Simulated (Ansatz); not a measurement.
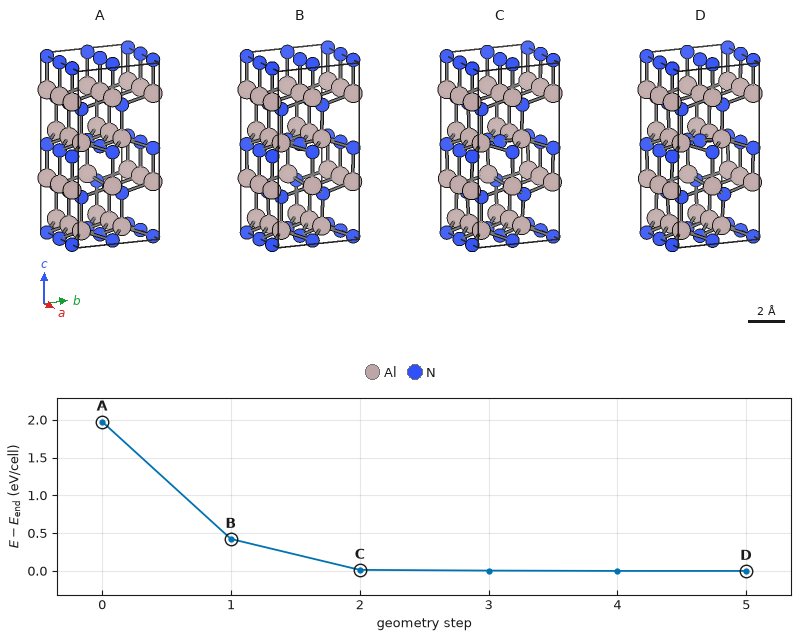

Frames of a relaxation of a defect cell of composition Al$_{23}$N$_{24}$ (cell charge −3), marked on the history of the run. Style: ball-and-stick. Shown: the cell of the calculation (origin shifted), slightly off an axis.

Method: Ansatz 0.2.0, DFT, PBE, plane-wave PAW, default files, scalar-relativistic, frozen cores. Settings: plane-wave cutoff 420 eV; k-point mesh 3 × 4 × 3; occupations fermi dirac; smearing width 0.01 eV; no spin polarisation; potentials kind: paw, frozen_core: stored; atoms relaxed in a fixed cell; force threshold 0.02 eV/Å; at most 50 steps.

Q: Describe the path.

A: After 5 geometry steps the energy has fallen by 1.976 eV per cell of the calculation. Largest force component: 3 eV/Å at the start, 0.0024 eV/Å at the end. An N atom moves most: 0.32 Å along +c. Largest moves by element: N 0.32 Å, Al 0.13 Å. The cell stays as it was. Some distances before and after: Al–N 1.902 → 1.806 Å, Al–N 1.889 → 1.793 Å, Al–N 1.889 → 1.822 Å, Al–N 1.889 → 1.949 Å. Bond angles that change, for instance: N–Al–N 108.1° → 118.4°, N–Al–N 108.1° → 116.9°, N–Al–N 108.1° → 99.4°. From step 0 to 1: an N atom moves most (0.12 Å), energy −1.553 eV per cell of the calculation. From step 1 to 2: an N atom moves most (0.15 Å), energy −0.409 eV per cell of the calculation. From step 2 to 5: an N atom moves most (0.05 Å), energy −14.1 meV per cell of the calculation.

| step | E − E(0), meV/atom | largest force component, eV/Å |
| --- | --- | --- |
| 0 | 0.00 | 3.0262 |
| 1 | -33.03 | 1.3507 |
| 2 | -41.73 | 0.1933 |
| 3 | -41.93 | 0.1614 |
| 4 | -42.03 | 0.0251 |
| 5 | -42.04 | 0.0024 |

Limits of the set-up: the periodic images lie only 6.2 Å apart, so the values are limited by the cell's size; the cell is charged, on a uniform background, and energies carry no finite-size correction.
